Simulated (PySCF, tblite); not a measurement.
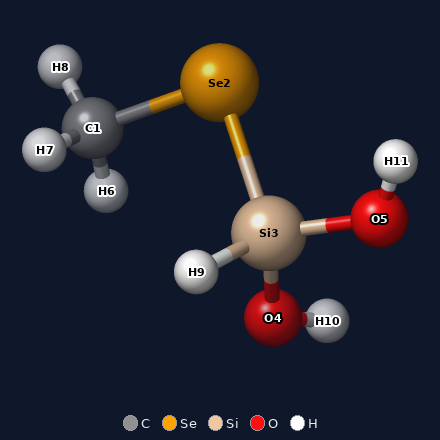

CH₆O₂SeSi, SMILES C[Se][SiH](O)O. Vertical core-electron binding energies by ΔSCF (SCAN, pcX-2 on the ionised atom, pcseg-1 elsewhere, spin-free X2C; PySCF, at a GFN2-xTB geometry (a minimum by its frequencies)), gas phase, against the vacuum level. One atom of each kind was ionised; within a panel, areas follow the number of like atoms and 2j + 1 (2p levels are split by first-order spin-orbit coupling, an approximation), Gaussians of 0.6 eV full width. Only the regions named are shown.

Predict the Si 2p photoelectron lines.

```
   level  atoms  binding energy (eV)
Si 2p1/2    Si3                108.4
Si 2p3/2    Si3                107.8
```

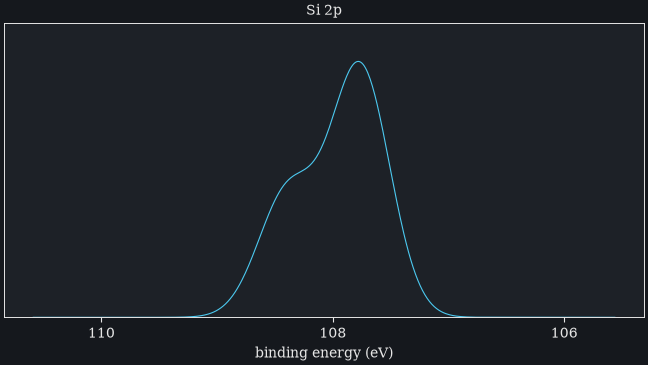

Caveats: one conformer of a flexible molecule; the tight-binding geometry is rougher than a DFT one and adds to the error.
